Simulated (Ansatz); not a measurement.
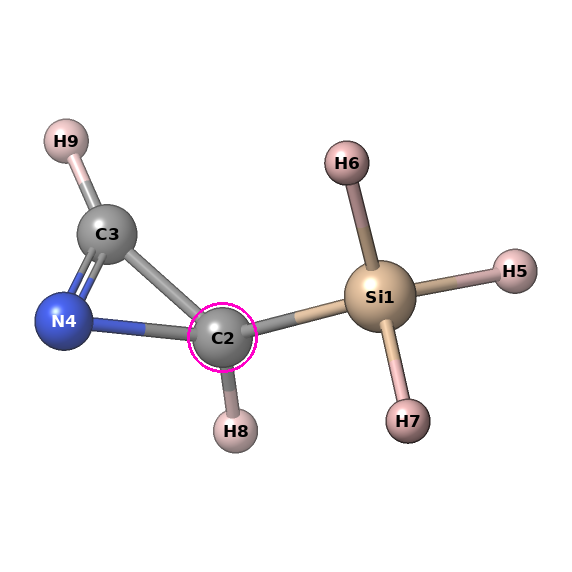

Depth is shown by fading: the farther an atom, the more it takes the colour of the background. Circles mark the stereogenic atoms. The computed structure is the end point of a PBE-D4/def2-SVP optimisation. No frequency run is at hand to confirm it as a minimum.

Question: What are the Cahn–Ingold–Prelog descriptors?

Answer: C2: R (priorities Si1 > N4 > C3 > H8).

Question: Give a SMILES with the stereochemistry.

Answer: [SiH3][C@@H]1C=N1
